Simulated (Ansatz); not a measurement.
# The arsenene bilayer (AB) between two gates

How do the bands of the arsenene bilayer (AB) follow a displacement field between two gates?

Calculated with Ansatz 0.2.0; plane-wave DFT, PBE-D3(BJ), Ansatz PAW, in the first sound run; inputs show where later runs differ.

### 1. Set-up

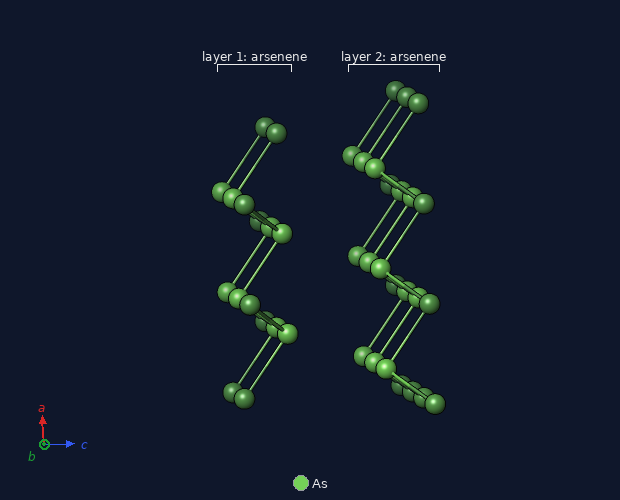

The starting structure, seen from the side, with the c axis across the page (arsenic green). 2×2×1 cells are drawn. Some periodic images of atoms are drawn too.

The cell holds 4 atoms: 4 As. Its edges and angles: a = 3.610 Å, b = 3.610 Å, c = 23.800 Å, α = 90.0°, β = 90.0°, γ = 120.0°. Regions: layer 1: arsenene, 2 atoms (2 As); layer 2: arsenene, 2 atoms (2 As). Vacuum lies along c.

### 2. Relaxing the slab

 

The starting cell is a guess, so the in-plane lattice and the atoms are relaxed first, with the slab cut off from its images along the normal. The program lengthens the vector along the normal by itself, so c and the volume that it reports differ from the typed ones.

Input file input.yaml:

```yaml
crystal:
  lattice:
    - [3.61, 0.0, 0.0]
    - [-1.805, 3.1263517077, 0.0]
    - [0.0, 0.0, 23.8]
  atoms:
    - { symbol: As, position: [0.6666666667, 0.3333333333, 0.3781512605] }
    - { symbol: As, position: [0.3333333333, 0.6666666667, 0.4369747899] }
    - { symbol: As, position: [0.0, 0.0, 0.5630252101] }
    - { symbol: As, position: [0.6666666667, 0.3333333333, 0.6218487395] }
  periodic: [true, true, false]
kpoints:
  mp_grid: { grid: [12, 12, 1] }
hamiltonian:
  xc: pbe
  dispersion: d3bj
scf:
  occupations: { method: fermi_dirac, width: 0.05 }
  convergence: { dr2_threshold: 1.0e-09 }
relax:
  f_tol: 0.004
  max_steps: 90
  cell: {}
output:
  write_potential: true
  write_density: true
  volumetric_format: npy
```

Run with:

```console
ansatz run input.yaml --threads 8 --pin off --max-ram 12288MiB --backend cpu --events-out ev --progress --plain --runs-dir out
```

Numbers of over 12 decimals in the logs are rounded to 6 here.

Output:

```text
Warning: crystal.periodic: the lattice vector that does not repeat stood 0.000° off the slab's normal, 23.800 Å along it as the deck builds it. The run solves the slab on a vector along the normal, 35.400 Å long, with every atom where it was (on the deck's vector they left 18.00 Å outside them, and the widest stretch free of ions among them is 3.00 Å). A fractional position that the run reports is one of the run's ce [...]
Warning: relax.cell: scf.convergence.dr2_threshold = 1e-9 eV is looser than the 1.60230732251e-10 eV advised for a relaxation that steers and ends on the stress (1e-10 eV for each atom of the cell: 4, times the square of relax.cell.stress_2d_tol = 0.05 N/m over 15.8 Å (the atoms' height at the walk's start and 5 Å past either face), 3.165e-2 GPa, over a crystal's default 0.05). What an SCF threshold leaves in a stress goes as its square root, and in the free energy as the threshold itself, and one threshold admits the most on a small cell: [figures from the program's tests cut] Set scf.convergence.dr2_threshold to 1.60230732251e-10 eV or tighter. [rest of the remark cut]
crystal.periodic: the lattice vector that does not repeat stood 0.000° off the slab's normal, 23.800 Å along it as the deck builds it. The run solves the slab on a vector along the normal, 35.400 Å long, with every atom where it was (on the deck's vector they left 18.00 Å outside them, and the widest stretch free of ions among them is 3.00 Å). A fractional position that the run reports is one of the run's cell, which [...]
Engine: ansatz 0.2.0, aarch64-unknown-linux-gnu
Pseudopotentials: kind: paw
Pseudopotential: As, paw, valence charge 15, recommended cutoff 420 eV (normal), As.paw.azcp
Functional definition: PBE
  parameter kappa = 0.804
  parameter beta = 0.066725
  exchange = pbe_x(kappa = kappa, mu = beta*pi^2/3)
  correlation = pbe_c(beta = beta)
Crystal: 4 atoms, lattice volume = 399.529 Å³
Basis set: ecut = 420 eV, 7727 PW (Γ), exchange–correlation on 50×50×480 points (8 copies of the dense FFT grid, shifted against one another)
Bands: 36, of which v1, the nominal top of the filled ones, is band 30 counted from 1 (29 counted from 0)
Symmetry: 12 space group operations
Space group: P-3m1 (ITA 164), of the structure as read, at distance tolerance 7.4e-5 Å
k-points: 19 of 144
Non-local potential: As, projectors of the file, l = 0: 2, l = 1: 2, l = 2: 3, l = 3: 1
PAW form: soft (Blöchl's): semilocal exchange-correlation on the pseudo side does not see the compensation charge
PAW one-centre angular grid: As, 590 points (default); XC on 64 Gauss nodes
Initial density: superposition of atomic densities (neutral atoms: chi_scale 0, normalization atom), corrected by the library's trained network
Initial wavefunctions: pseudopotential atomic-orbital guess
Functional: x = pbe(κ = 0.804, μ = 0.219515), c = pbe(β = 0.066725)
SCF iter   1: F=—  HF=-19425.605238 eV  |F-HF|=—  |Δ(HF+E_count)|=         —  Δρ=8.72e-4  dr2=8.61e-3  ethr=1.77e-3  ⟨swp⟩=11.3  Hψ=3543  notcnv=0
preconditioner: auto → Resta (q_TF=auto, 1.989 Å⁻¹)  ε∞=1.9  [insulator: Δε(μ)=0.735 eV  Ē_g=8.755 eV  σ=0.050 eV  W_gap=1.00  n_scr=22 (ndim 8)  ℏωp=8.3 eV  f_vac=0.731  D(μ)=0.00/eV (n_scr^D=0)  ε∞_Penn≈1.9  vacuum switching on, ρ_ref=5.6e-3 e/Å³]
SCF iter   2: F=—  HF=-19425.603557 eV  |F-HF|=—  |Δ(HF+E_count)|=   1.68e-3  Δρ=7.69e-4  dr2=9.10e-3  ethr=1.44e-5  ⟨swp⟩=4.1  Hψ=1858  notcnv=0  defer=19
SCF iter   3: F=—  HF=-19425.602903 eV  |F-HF|=—  |Δ(HF+E_count)|=   6.55e-4  Δρ=3.69e-4  dr2=2.22e-3  ethr=1.44e-5  ⟨swp⟩=2.0  Hψ=844  notcnv=0  defer=19
SCF iter   4: F=—  HF=-19425.602970 eV  |F-HF|=—  |Δ(HF+E_count)|=   6.79e-5  Δρ=1.36e-4  dr2=1.78e-4  ethr=3.70e-6  ⟨swp⟩=2.7  Hψ=1042  notcnv=0  defer=19
SCF iter   5: F=—  HF=-19425.602993 eV  |F-HF|=—  |Δ(HF+E_count)|=   2.29e-5  Δρ=5.42e-5  dr2=1.62e-5  ethr=2.97e-7  ⟨swp⟩=2.9  Hψ=1201  notcnv=0  defer=19
SCF iter   6: F=—  HF=-19425.603000 eV  |F-HF|=—  |Δ(HF+E_count)|=   7.10e-6  Δρ=1.34e-5  dr2=1.31e-6  ethr=2.70e-8  ⟨swp⟩=2.8  Hψ=1359  notcnv=0  defer=19
SCF iter   7: F=—  HF=-19425.603020 eV  |F-HF|=—  |Δ(HF+E_count)|=   1.91e-5  Δρ=5.62e-6  dr2=1.30e-7  ethr=2.19e-9  ⟨swp⟩=2.9  Hψ=1406  notcnv=0  defer=18
SCF iter   8: F=—  HF=-19425.603019 eV  |F-HF|=—  |Δ(HF+E_count)|=   1.19e-7  Δρ=1.45e-6  dr2=5.26e-9  ethr=2.16e-10  ⟨swp⟩=3.0  Hψ=1370  notcnv=0  defer=18
SCF iter   9: F=—  HF=-19425.603019 eV  |F-HF|=—  |Δ(HF+E_count)|=   6.36e-9  Δρ=6.30e-7  dr2=1.44e-9  ethr=1.67e-12  ⟨swp⟩=11.1  Hψ=4935  notcnv=0
SCF iter  10: F=-19425.603019 eV  HF=-19425.603019 eV  |F-HF|=7.28e-11  |Δ(HF+E_count)|=   1.98e-9  Δρ=5.00e-8  dr2=1.83e-11  ethr=1.67e-12  ⟨swp⟩=8.7  Hψ=3921  notcnv=0
SCF 1 converged in 10 iterations: F = -19425.603019 eV  dr2 = 1.83e-11
  greatest PAW one-centre occupation: 0.999 electrons in one spin orbital (limit 2), on the As atom at site 2 (counted from 0), in its partial waves of l = 2
relax step   1: F+E_penalty+E_count = -19425.60301941 eV  Δ(F+E_penalty+E_count) = +0.000e0 eV  max|allowed force component| = 2.460e-1 eV/Å  Δτ_max = 0.0000 Å  P = -0.791 N/m  Ω = 399.529 Å³  fix = [c, alpha, beta]  reactions: c -0.000 N/m  (10 SCF iters, accepted)
Crystal: 4 atoms, lattice volume = 398.818 Å³
Basis set: ecut = 420 eV, 7679 PW (Γ), exchange–correlation on 50×50×480 points (8 copies of the dense FFT grid, shifted against one another)
Initial density: handed on by an earlier stage of this run
Initial wavefunctions: those handed on with the density
iter 1 solved again at ethr=1.25e-4 eV; its pass at ethr=3.10e-3 eV (dr2=7.48e-2 eV) is discarded
SCF iter   1: F=—  HF=-19425.617616 eV  |F-HF|=—  |Δ(HF+E_count)|=         —  Δρ=6.56e-3  dr2=7.52e-2  ethr=1.25e-4  ⟨swp⟩=2.0  Hψ=3805  notcnv=0
preconditioner: auto → LDOS  [insulator: Δε(μ)=0.387 eV  Ē_g=8.933 eV  σ=0.050 eV  W_gap=0.96  n_scr=22 (ndim 8)  ℏωp=8.3 eV  f_vac=0.743  D(μ)=0.09/eV (n_scr^D=2)  ε∞_Penn≈1.9  β→1.0]
SCF iter   2: F=—  HF=-19425.645347 eV  |F-HF|=—  |Δ(HF+E_count)|=   2.77e-2  Δρ=1.92e-3  dr2=1.39e-1  ethr=1.25e-4  ⟨swp⟩=3.3  Hψ=1129  notcnv=0
SCF iter   3: F=—  HF=-19425.642820 eV  |F-HF|=—  |Δ(HF+E_count)|=   2.53e-3  Δρ=1.99e-3  dr2=1.30e-1  ethr=1.25e-4  ⟨swp⟩=4.1  Hψ=1280  notcnv=0
SCF iter   4: F=—  HF=-19425.629268 eV  |F-HF|=—  |Δ(HF+E_count)|=   1.36e-2  Δρ=7.06e-4  dr2=1.64e-2  ethr=1.25e-4  ⟨swp⟩=2.2  Hψ=921  notcnv=0
SCF iter   5: F=—  HF=-19425.626960 eV  |F-HF|=—  |Δ(HF+E_count)|=   2.31e-3  Δρ=1.95e-4  dr2=1.17e-3  ethr=2.73e-5  ⟨swp⟩=2.2  Hψ=908  notcnv=0
[...]
SCF iter   4: F=—  HF=-19425.646479 eV  |F-HF|=—  |Δ(HF+E_count)|=   3.05e-3  Δρ=3.37e-4  dr2=3.32e-3  ethr=4.46e-5  ⟨swp⟩=1.9  Hψ=825  notcnv=0
SCF iter   5: F=—  HF=-19425.645913 eV  |F-HF|=—  |Δ(HF+E_count)|=   5.66e-4  Δρ=1.01e-4  dr2=3.07e-4  ethr=5.53e-6  ⟨swp⟩=2.5  Hψ=875  notcnv=0
SCF iter   6: F=—  HF=-19425.645864 eV  |F-HF|=—  |Δ(HF+E_count)|=   4.82e-5  Δρ=1.82e-5  dr2=8.31e-6  ethr=5.11e-7  ⟨swp⟩=2.5  Hψ=854  notcnv=0
SCF iter   7: F=—  HF=-19425.645861 eV  |F-HF|=—  |Δ(HF+E_count)|=   3.33e-6  Δρ=3.64e-6  dr2=8.43e-8  ethr=1.39e-8  ⟨swp⟩=3.6  Hψ=1530  notcnv=0
SCF iter   8: F=—  HF=-19425.645881 eV  |F-HF|=—  |Δ(HF+E_count)|=   2.01e-5  Δρ=9.81e-7  dr2=1.51e-8  ethr=1.41e-10  ⟨swp⟩=3.1  Hψ=1400  notcnv=0
SCF iter   9: F=-19425.645881 eV  HF=-19425.645881 eV  |F-HF|=6.18e-10  |Δ(HF+E_count)|=   5.74e-9  Δρ=2.08e-7  dr2=5.88e-10  ethr=1.67e-12  ⟨swp⟩=9.7  Hψ=5400  notcnv=0
SCF 3 converged in 9 iterations: F = -19425.645881 eV  dr2 = 5.88e-10
relax step   3: F+E_penalty+E_count = -19425.64588125 eV  Δ(F+E_penalty+E_count) = -1.909e-2 eV  max|allowed force component| = 1.706e-2 eV/Å  Δτ_max = 0.1951 Å  P = +1.463 N/m  Ω = 402.081 Å³  energy of the carried Pulay correction = -7.693e-5 eV  fix = [c, alpha, beta]  reactions: c +0.000 N/m  (9 SCF iters, accepted)
[...]
relax step   4: F+E_penalty+E_count = -19425.63180688 eV  Δ(F+E_penalty+E_count) = +1.407e-2 eV  max|allowed force component| = 2.227e-1 eV/Å  Δτ_max = 0.1509 Å  P = +1.009 N/m  Ω = 410.786 Å³  energy of the carried Pulay correction = -3.357e-4 eV  fix = [c, alpha, beta]  (9 SCF iters, rejected (line search))
[...]
relax step   5: F+E_penalty+E_count = -19425.65789998 eV  Δ(F+E_penalty+E_count) = -1.202e-2 eV  max|allowed force component| = 4.996e-2 eV/Å  Δτ_max = 0.0281 Å  P = -0.355 N/m  Ω = 414.076 Å³  energy of the carried Pulay correction = -4.321e-4 eV  fix = [c, alpha, beta]  reactions: c -0.000 N/m  (9 SCF iters, accepted)
[...]
relax step   6: F+E_penalty+E_count = -19425.65899132 eV  Δ(F+E_penalty+E_count) = -1.091e-3 eV  max|allowed force component| = 1.394e-2 eV/Å  Δτ_max = 0.0138 Å  P = -0.023 N/m  Ω = 412.803 Å³  energy of the carried Pulay correction = -3.949e-4 eV  fix = [c, alpha, beta]  reactions: c -0.000 N/m  (7 SCF iters, accepted)
[...]
relax step   7: F+E_penalty+E_count = -19425.65906801 eV  Δ(F+E_penalty+E_count) = -7.669e-5 eV  max|allowed force component| = 2.583e-3 eV/Å  Δτ_max = 0.0060 Å  P = +0.004 N/m  Ω = 412.796 Å³  energy of the carried Pulay correction = -3.947e-4 eV  fix = [c, alpha, beta]  reactions: c +0.000 N/m  (7 SCF iters, accepted)
Initial wavefunctions: pseudopotential atomic-orbital guess (no wavefunctions were taken with the density)
iter 1 solved again at ethr=2.15e-7 eV; its pass at ethr=3.10e-3 eV (dr2=1.29e-4 eV) is discarded
SCF iter   1: F=—  HF=-19425.659379 eV  |F-HF|=—  |Δ(HF+E_count)|=         —  Δρ=1.76e-5  dr2=1.29e-7  ethr=2.15e-7  ⟨swp⟩=5.7  Hψ=6213  notcnv=0
preconditioner: auto → LDOS  [insulator: Δε(μ)=0.173 eV  Ē_g=9.013 eV  σ=0.050 eV  W_gap=0.69  n_scr=28 (ndim 8)  ℏωp=8.2 eV  f_vac=0.755  D(μ)=0.62/eV (n_scr^D=4)  ε∞_Penn≈1.8  β→1.0]
SCF iter   2: F=—  HF=-19425.659514 eV  |F-HF|=—  |Δ(HF+E_count)|=   1.35e-4  Δρ=3.77e-6  dr2=4.44e-8  ethr=2.14e-10  ⟨swp⟩=4.8  Hψ=2040  notcnv=0
SCF iter   3: F=—  HF=-19425.659512 eV  |F-HF|=—  |Δ(HF+E_count)|=   2.15e-6  Δρ=1.37e-6  dr2=3.92e-9  ethr=7.39e-11  ⟨swp⟩=2.7  Hψ=1372  notcnv=0
SCF iter   4: F=—  HF=-19425.659514 eV  |F-HF|=—  |Δ(HF+E_count)|=   1.80e-6  Δρ=3.24e-7  dr2=1.99e-9  ethr=1.67e-12  ⟨swp⟩=15.8  Hψ=5516  notcnv=0
SCF iter   5: F=-19425.659514 eV  HF=-19425.659514 eV  |F-HF|=1.72e-8  |Δ(HF+E_count)|=   1.14e-7  Δρ=1.26e-7  dr2=1.49e-10  ethr=1.67e-12  ⟨swp⟩=6.9  Hψ=4024  notcnv=0
SCF 8 converged in 5 iterations: F = -19425.659514 eV  dr2 = 1.49e-10
relax step   8: F+E_penalty+E_count = -19425.65951397 eV  Δ(F+E_penalty+E_count) = -4.460e-4 eV  max|allowed force component| = 2.635e-3 eV/Å  Δτ_max = 0.0000 Å  P = +0.009 N/m  Ω = 412.796 Å³  fix = [c, alpha, beta]  reactions: c +0.000 N/m  stress off target by 8.84e-3 N/m on what of the cell is left free  SCF on the basis re-selected at this cell (its energy is not comparable with the rows above)  (5 SCF iters)
basis re-selected at this cell: Δ(F+E_penalty+E_count) = -4.460e-4 eV, ΔP = +0.004 N/m vs the last step (what re-selecting the basis moved, of the pressure what is left beyond the Pulay correction that the steps carried, after the strain that the cell walked since its last selection, with what the two solves' SCF thresholds leave and, on support functions, any second-order correction that the steps lacked; it is no m [...]
WARN: The input density's exchange-correlation potential varies sharply where the density is thin. Do not read a vacuum level from v_tot or v_xc, or from such a field of the output density. On a cell that repeats whose density bears no net charge and no dipole along the vacuum's axis use v_es (v_loc + v_h of the components); under efield.dipole_correction with no amplitude use v_es + v_field, which holds any external [...]
SCF converged after 5 iterations
Free energy (F): -19425.659514 eV
Harris-Foulkes:  -19425.659514 eV  (|F-HF|=1.72e-8)
Internal energy: -19425.654006 eV  (E = F + TS)
E sigma→0 (E₀):  -19425.656760 eV
Entropy (-TS):   -0.005508 eV (-1.377 meV/atom)
Fermi energy:    -4.144829 eV
--- Per-component energies (eV) ---
  E_band       = -1833.776149
  E_kinetic    = 409.607366
  E_local      = -191017.739108  (includes V_loc(G=0)·N_el)
  E_nonlocal   = -2682.835128
  E_hartree    = 95420.629680
  E_xc         = -316.412977
  E_vxc        = -316.049161  (∫ρ·V_xc dr)
  E_paw        = -7338.347072  (= ΣΔE_a)
  E_vpaw       = 931.981714  (= ΣTr[D̂ρ^β])
  E_aug_tail   = 0.000027  (compensation charges beyond the density's cutoff)
  E_ewald      = 86100.659996
  E_disp       = -1.216789  (pairwise vdW)
  E_smearing   = -0.005508  (= −TS)
  E_closure    = 0.000000  (closes the sum)
  Σ components = -19425.659514   (vs F -19425.659514, Δ=0.00e0)
--- Forces (eV/Å), atoms counted from 1 ---
  atom   1  As     0.00000000     0.00000000     0.00263529
  atom   2  As     0.00000000    -0.00000000    -0.00130137
  atom   3  As    -0.00000000     0.00000000     0.00130137
  atom   4  As     0.00000000    -0.00000000    -0.00263529
  max |Σ_I F_I| component: 4.34e-19 eV/Å
--- 2D stress c σ (N/m, compression-positive) ---
        0.008843      -0.000000      -0.000000
       -0.000000       0.008843      -0.000000
       -0.000000      -0.000000       0.000000
  P = ½ c Tr σ = 0.0088 N/m
--- Band table (eV; the first three rows and the last of 19) ---
  k-point 0: bands = [... 26 lower, -5.8466, -5.6607, -5.6607, -4.5962, -3.9938, -2.7120, -2.7120, -2.1088, ... 2 higher]
  k-point 1: bands = [... 26 lower, -6.1665, -6.1260, -5.7591, -4.2182, -3.4787, -2.8052, -2.5160, -1.9930, ... 2 higher]
  k-point 2: bands = [... 26 lower, -6.6372, -6.1687, -6.1016, -4.8080, -3.2986, -2.4458, -2.1447, -1.6851, ... 2 higher]
  k-point 18: bands = [... 26 lower, -8.0935, -7.4918, -7.4918, -6.7807, -2.9346, -2.9346, -1.8834, -0.1088, ... 2 higher]
  the weakly bound empty levels are not read free of the cell's end (no_gap_told)
--- Relaxed structure (7 steps of the walk, 6 accepted, 1 SCFs on fresh bases) ---
  F+E_penalty+E_count = -19425.65951397 eV   max|allowed force component| = 2.635e-3 eV/Å   (the final SCF, on the basis selected at the relaxed cell)
  cell:  # Å, volume = 412.7962 Å³
    - [3.669449, 0, 0]
    - [-1.834725, 3.177836, 0]
    - [0, 0, 35.4000000004]
  atoms:
    - { symbol: As, position: [0.666667, 0.333333, 0.266584] }
    - { symbol: As, position: [0.333333, 0.666667, 0.304600] }
    - { symbol: As, position: [-9.460409731607342e-18, 1.387778780943004e-17, 0.367717] }
    - { symbol: As, position: [0.666667, 0.333333, 0.405733] }
```

Wall time 21 s (8 threads of Arm Neoverse V1, shared host); peak memory 1.2 GiB.

Relaxation path:

```
step  energy less that of the first step (eV)  largest force component (eV/Å)  volume (Å³)
   1                                   0.0000                          0.2460       399.53
   2                                  -0.0238                          0.1274       398.82
   3                                  -0.0429                          0.0171       402.08
   4                                  -0.0288                          0.2227       410.79
   5                                  -0.0549                          0.0500       414.08
   6                                  -0.0560                          0.0139       412.80
   7                                  -0.0560                          0.0026       412.80
  8*                                  -0.0565                          0.0026       412.80
```

Relaxation steps marked * repeat the geometry before them on a plane-wave basis chosen anew for their cell, so energy and pressure can jump there. Relaxation step 4 was tried and not accepted.

Forces are held to the 12 operations that the run works with; a distortion that breaks them can't arise in this run.

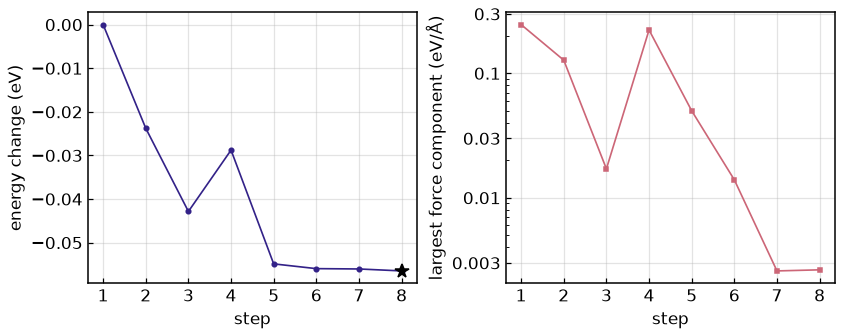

Energy and largest force along the relaxation. Stars mark steps on a basis chosen anew.

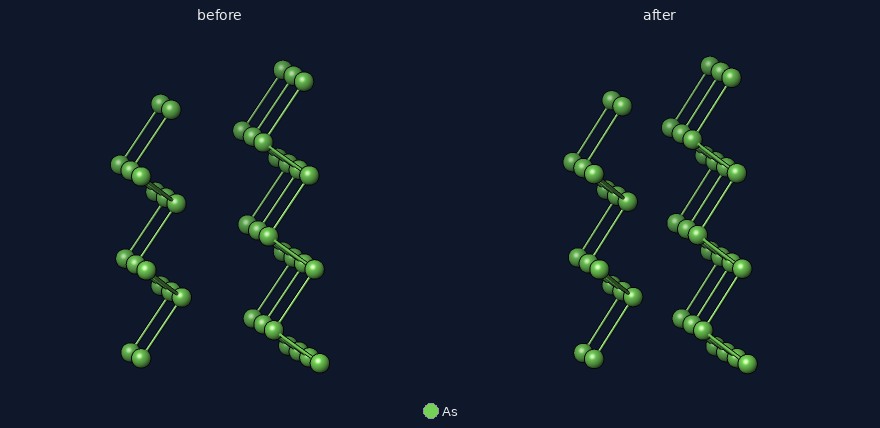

Before and after, at one scale.

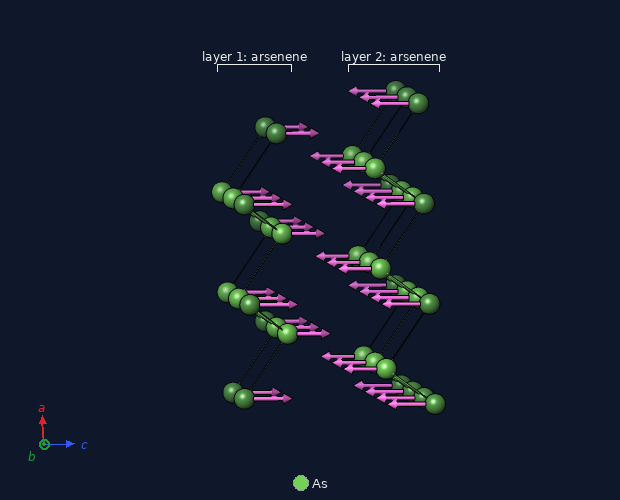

Displacements in the relaxation, exaggerated, measured against the changing cell; the longest in the cell stands for 0.44 Å. 2×2×1 cells are drawn. Some periodic images of atoms are drawn too.

```csv
cell as run,before,after,change
a (Å),3.610,3.669,+1.6 %
b (Å),3.610,3.669,+1.6 %
```

The atoms that moved most (Å, along periodic axes as changes of fractional coordinates times the final cell, across vacuum about the mean position):

```
atom     dx     dy      dz  length
 As4  0.000  0.000  -0.437   0.437
 As1  0.000  0.000   0.437   0.437
 As2  0.000  0.000   0.383   0.383
 As3  0.000  0.000  -0.383   0.383
```

Final coordinates:

```xyz
4
Lattice="3.6694 0.0000 0.0000 -1.8347 3.1778 0.0000 0.0000 0.0000 35.4000" Properties=species:S:1:pos:R:3
As    1.8347    1.0593    9.4371
As    0.0000    2.1186   10.7828
As    0.0000    0.0000   13.0172
As    1.8347    1.0593   14.3629
```

This step gave:

```
energy at zero smearing : -19425.6568 eV
```

The lattice constant a goes from 3.610 to 3.669 Å.

(Continued in part 2 of 3.)

[Logs are printed without paths, hosts, clocks, repeated set-up lines and the standing remarks that a program may print on its own settings, such as how far it seeks lower states.]

[Hosts, paths, dates, database ids (printed as entryN), source tags and the programs' standing remarks are cut or masked in the printed files.]

[Maps of the electrostatic potential energy from Ansatz leave out the sawtooth potential of an applied field or a dipole correction, so their vacuum need not be flat; planar profiles and work functions include it.]
